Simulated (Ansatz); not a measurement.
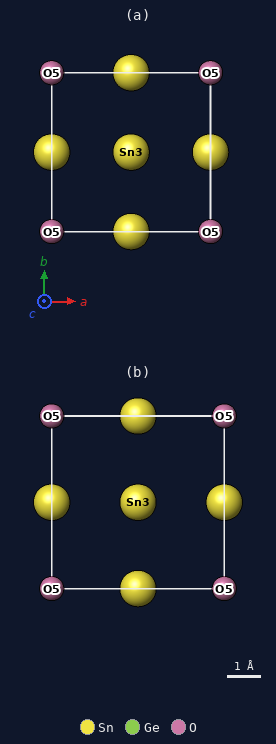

The structure of a crystal of Sn₃GeO (a generated structure, set up in Pm-3m) (coarse preliminary run) before (top) and after (bottom) a relaxation, at one scale.

Style: ball-and-stick. Shown: the cell of the calculation, along the c axis.

Theory: DFT PBE, scalar-relativistic, plane waves, PAW in Ansatz 0.2.0. (plane-wave cutoff 420 eV; k-point mesh 4 × 4 × 4; occupations gaussian; smearing width 0.1 eV; no spin polarisation; cell and atoms relaxed; force threshold 0.04 eV/Å; at most 70 steps)

### Summarise the run.

The energy falls by 1.265 eV per cell of the calculation in 4 accepted moves (6 points after the start). All forces vanish by symmetry, so only the cell relaxes. The pressure goes from 14.18 to 0.10 GPa. The SCF was repeated twice at an unchanged geometry on a basis and grid sized afresh for the cell, which shifted the energy by 70.4 meV per cell of the calculation at most. No atom moves by more than 0.005 Å relative to the cell. The drawn cell changes as follows: a = b = c 4.932 → 5.358 Å (+8.7 %); the volume changes by +28.3 %. Among the contacts that change: Ge–Sn 2.466 → 2.679 Å. The space group stays Pm-3m (No. 221). Cost: 50 s on 1 thread of Intel(R) Xeon(R) Processor @ 2.50GHz (Skylake/Cascade Lake) (shared host), peak memory 0.44 GiB.

Limits of the set-up: layers or molecules are held without a dispersion correction, so their spacing is unreliable.
